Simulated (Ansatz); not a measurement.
All values below come from PBE (plane waves to 420 eV, PAW; Ansatz, a program for electronic structure).

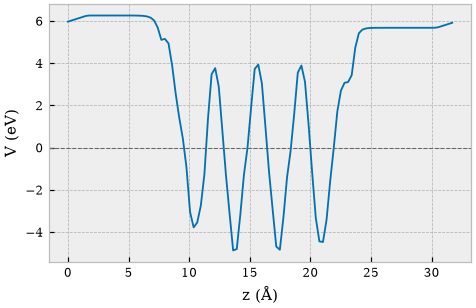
Figure: Planar average of the electrostatic potential across the slab, in eV from the highest filled level, for the (000-1) surface of wurtzite CdSe, Se-terminated, 2x2 with 2 OH on 4 top atoms (bottom of the slab: 2 H on 4 bottom sites)

Slab: 38 atoms, 15.9 Å thick at the start with caps and adatoms; k 3x3x1, smearing 0.025 eV, dipole-corrected; 8 atoms held, the rest relaxed; no symmetry held; no spin, no spin-orbit, no U. It is one candidate, not shown to be the stable structure of the face.

The vacuum level lies 5.68 eV above the highest filled level over the top face and 6.26 eV above it under the bottom face.
